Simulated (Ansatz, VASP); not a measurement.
**FeI2 in two plane-wave programs**

One calculation is typed for both programs; each brings its own data sets and cutoff. How far apart do they land? The cell comes out of the VASP series on this material, whose earlier steps may have relaxed, scaled or displaced it; both programs get it as it stands.

Calculated with Ansatz 0.2.0; plane waves, with VASP 6.6.1 beside it; relaxation of cell and atoms at PBEsol with D3(BJ), DFT+U.

## Step 1: The structure

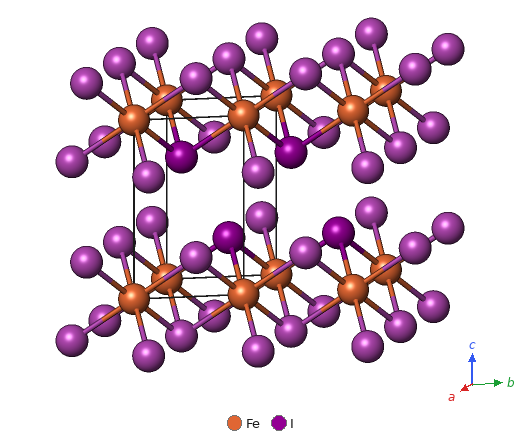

Start, viewed slightly off an axis; iron orange, iodine purple. 1×2×1 cells are drawn. Some periodic images of atoms are drawn too.

## Step 2: Ansatz: relaxation of cell and atoms, PBEsol with D3(BJ), DFT+U

Ansatz runs on its default PAW (the set named soft_2) files.

The relaxed volume is the usual yardstick between codes: its relative difference is about their pressure difference at one cell divided by the bulk modulus.

The input, input.yaml:

```yaml
crystal:
  lattice:
    - [3.9754186321, 0.0, 0.0]
    - [-1.9877093161, 3.4428135261, 0.0]
    - [0.0, 0.0, 6.4385868529]
  atoms:
    - { symbol: Fe, position: [0.0, 0.0, 0.0], spin: 3.0 }
    - { symbol: I, position: [0.3333333333, 0.6666666667, 0.252082778] }
    - { symbol: I, position: [0.6666666667, 0.3333333333, 0.747917222] }
hamiltonian:
  xc: pbesol
  pseudopotentials: { kind: paw }
  dispersion: d3bj
  hubbard: { sites: [{ species: Fe, l: d, u_eff: 4.0 }] }
magnetization:
  spin_polarized: true
kpoints:
  mp_grid: { grid: [6, 6, 3] }
scf:
  occupations: { method: gaussian, width: 0.05 }
relax:
  f_tol: 0.01
  max_steps: 60
  cell: { stress_tol: 0.05 }
output:
  forces: true
  stress: true
  write_density: true
  write_potential: true
  elf: true
  volumetric_format: npy
```

Run with:

```
$ ansatz run input.yaml --threads 4 --pin off --max-ram 9216MiB --backend cpu --events-out ev --progress --plain --runs-dir out
```

Numbers of over 12 decimals in the logs are rounded to 6 here.

Output:

```text
Fe: projections on atomic orbitals take those of the free atom [Ne] 3s2 3p6 3d6 4s2, of charge +0.00 (hamiltonian.pseudopotentials.projection_atoms); the dataset's partial waves leave at most 1.1e-6 of an orbital's norm unspanned inside its sphere
I: projections on atomic orbitals take those of the free atom [Kr] 4d10 5s2 5p5, of charge +0.00 (hamiltonian.pseudopotentials.projection_atoms); the dataset's partial waves leave at most 9.4e-6 of an orbital's norm unspanned inside its sphere
Engine: ansatz 0.2.0, x86_64-unknown-linux-gnu
Pseudopotentials: kind: paw
Pseudopotential: Fe, paw, valence charge 16, recommended cutoff 420 eV (normal), Fe.paw.azcp
Pseudopotential: I, paw, valence charge 17, recommended cutoff 420 eV (normal), I.paw.azcp
Functional definition: PBEsol
  exchange = pbesol_x
  correlation = pbesol_c
Crystal: 3 atoms, lattice volume = 88.123 Å³
Basis set: ecut = 420 eV, 1761 PW (Γ), exchange–correlation on 54×54×90 points (8 copies of the dense FFT grid, shifted against one another)
Bands: 32, of which v1, the nominal top of the filled ones, is band 25 counted from 1 (24 counted from 0)
Symmetry: 12 space group operations
Space group: P-3m1 (ITA 164), of the structure as read, at distance tolerance 4.5e-5 Å
Magnetic group: BNS 164.85 (UNI 1315), of the structure as read, at distance tolerance 4.5e-5 Å
k-points: 17 of 108
Non-local potential: Fe, projectors of the file, l = 0: 3, l = 1: 2, l = 2: 3, l = 3: 1
Non-local potential: I, projectors of the file, l = 0: 2, l = 1: 2, l = 2: 2, l = 3: 2
PAW form: soft (Blöchl's): semilocal exchange-correlation on the pseudo side does not see the compensation charge
PAW frozen core: Fe, regenerated for the run's functional, and the local potential with it (the file was generated under x = pbe(κ = 0.804, μ = 0.219515), c = pbe(β = 0.066725))
PAW frozen core: I, regenerated for the run's functional, and the local potential with it (the file was generated under x = pbe(κ = 0.804, μ = 0.219515), c = pbe(β = 0.066725))
PAW one-centre angular grid: Fe, 590 points (default); XC on 64 Gauss nodes
PAW one-centre angular grid: I, 590 points (default); XC on 64 Gauss nodes
Initial density: superposition of atomic densities (chi_scale 0.1, normalization cell, long waves kept (reshape's long-wave potential 0.09 eV rms))
Starting moments: Σ|m| = 3 μB on 1 of 3 sites
Initial wavefunctions: pseudopotential atomic-orbital guess
Functional: x = pbesol(κ = 0.804, μ = 0.123457), c = pbesol(β = 0.046)
SCF iter   1: F=—  HF=-19318.621691 eV  |F-HF|=—  |Δ(HF+E_count)|=         —  Δρ=2.26e-1 (↑6.09e-2 ↓2.26e-1)  dr2=1.04e2  dr2_m=5.89e0  M=0.851 μB ∫|m|=0.909 μB  β_m=0.30  ethr=3.10e-3  ⟨swp⟩=7.8  Hψ=4876  notcnv=0
preconditioner: auto → Kerker (q_TF=auto, 2.482 Å⁻¹)  [metal: Δε(μ)=0.066 eV  Ē_g=9.718 eV  σ=0.050 eV  W_gap=0.48  n_scr=22 (ndim 8)  ℏωp=18.6 eV  f_vac=0.037  D(μ)=3.53/eV (n_scr^D=34)]
spin=Collinear: Kerker preconditioning applied to the charge; magnetization (m = ρ↑ − ρ↓) channel mixes plain (no charge-response kernel on spin).
SCF iter   2: F=—  HF=-19314.392405 eV  |F-HF|=—  |Δ(HF+E_count)|=    4.23e0  Δρ=1.24e-1 (↑3.57e-2 ↓1.24e-1)  dr2=1.18e1  dr2_m=2.31e0  M=4.000 μB ∫|m|=4.016 μB  β_m=1.00  ethr=3.10e-3  ⟨swp⟩=4.0  Hψ=2841  notcnv=0  defer=73
preconditioner: auto → Resta (q_TF=auto, 2.482 Å⁻¹)  ε∞=5.1  [insulator: Δε(μ)=0.061 eV  Ē_g=9.172 eV  σ=0.050 eV  W_gap=0.52  n_scr=22 (ndim 8)  ℏωp=18.6 eV  f_vac=0.026  D(μ)=1.50/eV (n_scr^D=2)  ε∞_Penn≈5.1]
spin=Collinear: Resta preconditioning applied to the charge; magnetization (m = ρ↑ − ρ↓) channel mixes plain (no charge-response kernel on spin).
SCF iter   3: F=—  HF=-19312.258069 eV  |F-HF|=—  |Δ(HF+E_count)|=    2.13e0  Δρ=4.06e-2 (↑2.64e-2 ↓4.06e-2)  dr2=2.48e0  dr2_m=4.39e-2  M=4.000 μB ∫|m|=4.029 μB  β_m=1.00  ethr=3.10e-3  ⟨swp⟩=3.4  Hψ=2498  notcnv=0  defer=79
SCF iter   4: F=—  HF=-19312.092433 eV  |F-HF|=—  |Δ(HF+E_count)|=   1.66e-1  Δρ=6.14e-3 (↑6.14e-3 ↓6.06e-3)  dr2=9.15e-2  dr2_m=9.71e-3  M=4.000 μB ∫|m|=4.015 μB  β_m=0.30  ethr=3.10e-3  ⟨swp⟩=3.0  Hψ=2429  notcnv=0  defer=81
SCF iter   5: F=—  HF=-19312.287043 eV  |F-HF|=—  |Δ(HF+E_count)|=   1.95e-1  Δρ=7.09e-3 (↑3.38e-3 ↓7.09e-3)  dr2=5.40e-2  dr2_m=1.57e-2  M=4.000 μB ∫|m|=4.022 μB  β_m=1.00  ethr=1.83e-4  ⟨swp⟩=3.2  Hψ=2468  notcnv=0  defer=61
SCF iter   6: F=—  HF=-19312.383747 eV  |F-HF|=—  |Δ(HF+E_count)|=   9.67e-2  Δρ=8.08e-3 (↑2.70e-3 ↓8.08e-3)  dr2=7.01e-2  dr2_m=7.15e-3  M=4.000 μB ∫|m|=4.025 μB  β_m=1.00  ethr=1.08e-4  ⟨swp⟩=1.6  Hψ=1529  notcnv=0  defer=61
SCF iter   7: F=—  HF=-19312.483474 eV  |F-HF|=—  |Δ(HF+E_count)|=   9.97e-2  Δρ=8.48e-3 (↑3.03e-3 ↓8.48e-3)  dr2=4.09e-2  dr2_m=6.83e-3  M=4.000 μB ∫|m|=4.022 μB  β_m=0.30  ethr=1.08e-4  ⟨swp⟩=2.0  Hψ=1392  notcnv=0  defer=61
SCF iter   8: F=—  HF=-19312.606176 eV  |F-HF|=—  |Δ(HF+E_count)|=   1.23e-1  Δρ=6.42e-3 (↑6.42e-3 ↓5.94e-3)  dr2=8.45e-2  dr2_m=1.23e-2  M=4.000 μB ∫|m|=4.024 μB  β_m=1.00  ethr=8.18e-5  ⟨swp⟩=2.4  Hψ=2190  notcnv=0  defer=61
[...]
cell:  # Å, volume = 88.5545 Å³
    - [3.995724, -0.025364, 0.00394874]
    - [-2.019828, 3.447716, -0.00394874]
    - [0.00639537, -0.00369237, 6.452114]
  atoms:
    - { symbol: Fe, position: [0, 0, 0] }
    - { symbol: I, position: [0.332546, 0.667454, 0.251034] }
    - { symbol: I, position: [0.667454, 0.332546, 0.748966] }
--- Search for a lower minimum behind the relaxation: the rows below count on from the relaxation's ---
Stability of the state it starts from, as read at its close in the collinear treatment: not read negative (Ritz values of 1 − χ₀K, real part plus size of imaginary part, from 1.0 to 1.0, by its mixing steps under the symmetry group of the SCF that read it); its run was given moments
iter 1 solved again at ethr=5.05e-7 eV; its pass at ethr=3.10e-3 eV (dr2=2.52e-4 eV) is discarded
SCF iter   1: F=—  HF=-19313.507758 eV  |F-HF|=—  |Δ(HF+E_count)|=         —  Δρ=3.51e-7 (↑3.51e-7 ↓3.39e-7)  dr2=3.90e-10  dr2_m=2.11e-11  M=4.000 μB ∫|m|=4.006 μB  β_m=0.30  ethr=5.05e-7  ⟨swp⟩=3.1  Hψ=15134  notcnv=0
eigensolver tolerance schedule: the retry pair's looser diagonalisation over-reported the residual by 647132.10 of it (diagonalisation noise at an unbounded share of the residual, at the tolerance the schedule requests for it); recorded, not acted on — ethr = c·dr2/N_el stays at c = 1.0e-1
spin=Collinear: Resta preconditioning applied to the charge; magnetization (m = ρ↑ − ρ↓) channel mixes plain (no charge-response kernel on spin).
SCF iter   2: F=—  HF=-19313.507764 eV  |F-HF|=—  |Δ(HF+E_count)|=   5.48e-6  Δρ=1.72e-7 (↑9.84e-8 ↓1.72e-7)  dr2=7.32e-11  dr2_m=2.30e-12  M=4.000 μB ∫|m|=4.006 μB  β_m=0.27  ethr=1.00e-12  ⟨swp⟩=4.7  Hψ=6858  notcnv=0
SCF iter   3: F=-19313.507764 eV  HF=-19313.507764 eV  |F-HF|=3.64e-12  |Δ(HF+E_count)|=  1.46e-11  Δρ=9.90e-8 (↑6.21e-8 ↓9.90e-8)  dr2=2.40e-11  dr2_m=1.28e-12  M=4.000 μB ∫|m|=4.006 μB  ethr=1.00e-12  ⟨swp⟩=1.0  Hψ=4624  notcnv=0
WARN: dispersion: an atom stands within reach of a switch of its C6 between two reference coordination numbers of its element: through that C6 alone, e_disp changes by 0.025 eV or more while the distances to its neighbours run over a stretch of 0.05 Å that contains this geometry (sites counted from 0 in the run's list of atoms or, in a supercell that it derives, in that cell's: here a list of 3) — site 0 (Fe): coordination number 5.310 (about 5.08 to 5.54 with every neighbour 0.05 Å farther or nearer), switch near 5.393 between the references 1.648 (weight 0.99) and 9.138 (weight 0.01), e_disp changing by some 0.14 eV. [rest of the remark cut]
SCF 1 converged in 3 iterations: F = -19313.507764 eV  dr2 = 2.40e-11
a single-point calculation of the run's input, under the relaxation's own `scf.mixing.negative_modes` where the relaxation goes by `scf.lower_state_search: light` itself or types `scf.max_iter`, was made at the relaxed geometry, from the density of the relaxation's final state, in 3 SCF iterations in all. It converged +0.0 meV from the relaxation's final energy, with moments (3.58, 0.10, 0.10 Bohr magnetons, atom by atom), which does not count as lower, and the relaxation's result stands. No further magnetic order was relaxed to its end, and one can end lower (see `relax.adjacent_minimum`).
SCF converged after 6 iterations
Magnetization: 4.0000 μB (27.0000 up, 23.0000 down)
Absolute magnetization: 4.0063 μB (∫|ρ↑−ρ↓|, with the PAW one-centre terms)
Spin contamination: 0.0099 ħ² per cell (⟨S²⟩ above its minimum at these occupations)
Per-site moments (μB) at R_I (Å): [(3.582245, 1.157352), (0.095324, 1.157352), (0.095324, 1.157352)]
Free energy (F): -19313.507764 eV
Harris-Foulkes:  -19313.507764 eV  (|F-HF|=3.27e-11)
Internal energy: -19313.507764 eV  (E = F + TS)
E sigma→0 (E₀):  -19313.507764 eV
Fermi energy:    8.694995 eV
--- Per-component energies (eV) ---
  E_band       = -1088.510371
  E_kinetic    = 718.989935
  E_local      = -7081.291219  (includes V_loc(G=0)·N_el)
  E_nonlocal   = 55.118743
  E_hartree    = 3386.296119
  E_xc         = -367.290848
  E_vxc        = -402.755994  (∫ρ·V_xc dr)
  E_hubbard    = 0.730130  (on-site DFT+U / exact-exchange correction)
  E_vhub       = -11.272716  (the Hubbard potential's part of the band-sum identity)
  E_paw        = -10813.927246  (= ΣΔE_a)
  E_vpaw       = -1139.892260  (= ΣTr[D̂ρ^β])
  E_aug_tail   = 0.000848  (compensation charges beyond the density's cutoff)
  E_ewald      = -5212.108369
  E_disp       = -1.029342  (pairwise vdW)
  E_core_change = 1.003486  (= ΣΔE_core)
  E_smearing   = -0.000000  (= −TS)
  E_closure    = -0.000000  (closes the sum)
  Σ components = -19313.507764   (vs F -19313.507764, Δ=0.00e0)
--- Forces (eV/Å), atoms counted from 1 ---
  atom   1  Fe    -0.00000000     0.00000000     0.00000000
  atom   2  I      0.00112400    -0.00064894    -0.00024523
  atom   3  I     -0.00112400     0.00064894     0.00024523
  max |Σ_I F_I| component: 0.00e0 eV/Å
--- Stress (GPa, compression-positive) ---
       -0.009659      -0.003865      -0.000918
       -0.003865      -0.014121       0.000530
       -0.000917       0.000530       0.003883
  P = ⅓ Tr σ = -0.0066 GPa (-0.066 kbar)
--- Band table (eV; the first three rows and the last of 68) ---
  k-point 0 ↑: bands = [... 21 lower, 3.8694, 7.4311, 7.4780, 7.6455, 7.7781, 7.7804, 11.3492, 12.1750, ... 3 higher]
  k-point 1 ↑: bands = [... 21 lower, 4.2472, 6.2018, 7.2921, 7.3171, 7.9576, 7.9687, 12.2737, 12.4558, ... 3 higher]
  k-point 2 ↑: bands = [... 21 lower, 3.8326, 6.0451, 6.7579, 6.8784, 7.7382, 7.8977, 12.3534, 13.0283, ... 3 higher]
  k-point 33 ↓: bands = [... 21 lower, 6.4729, 6.7205, 9.4477, 10.2287, 10.2920, 11.1809, 11.6377, 13.0015, ... 3 higher]
--- Relaxed structure (11 steps of the walk, 10 accepted, 2 SCFs on fresh bases) ---
  F+E_penalty+E_count = -19313.50776394 eV   max|allowed force component| = 1.124e-3 eV/Å   (the final SCF, on the basis selected at the relaxed cell)
  cell:  # Å, volume = 88.5545 Å³
    - [3.995724, -0.025364, 0.00394874]
    - [-2.019828, 3.447716, -0.00394874]
    - [0.00639537, -0.00369237, 6.452114]
  atoms:
    - { symbol: Fe, position: [0, 0, 0] }
    - { symbol: I, position: [0.332546, 0.667454, 0.251034] }
    - { symbol: I, position: [0.667454, 0.332546, 0.748966] }
```

Elapsed: 68 s, on 4 threads of Intel Xeon Platinum 8488C (Sapphire Rapids), shared host; peak memory 1.1 GiB.

[end of part 1 of 2]

[Lines on the potential files, build, host, timing and source positions are cut from VASP's logs without a mark.]

[Logs are printed without paths, hosts, clocks, repeated set-up lines and the standing remarks that a program may print on its own settings, such as how far it seeks lower states.]

[Hosts, paths, dates, database ids (printed as entryN), source tags and the programs' standing remarks are cut or masked in the printed files.]
